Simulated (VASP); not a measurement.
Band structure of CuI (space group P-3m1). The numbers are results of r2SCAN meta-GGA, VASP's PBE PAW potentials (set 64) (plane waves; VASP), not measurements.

Unless said otherwise, spin-orbit coupling is left out, though it shifts the bands of the heavy elements here.

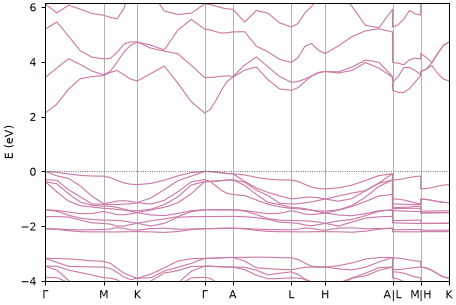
Fig. 1. Bands along high-symmetry lines, zero at the valence-band maximum or, without a gap, the Fermi level

Problem. Read the plot: is there a gap, and where are the band edges?

Solution. The gap is direct, 2.13 eV, from the valence maximum at Γ to the conduction minimum at Γ.

The structure comes from a computed database's CuI entry (P-3m1); how it stands against other phases isn't given here. It was relaxed first.
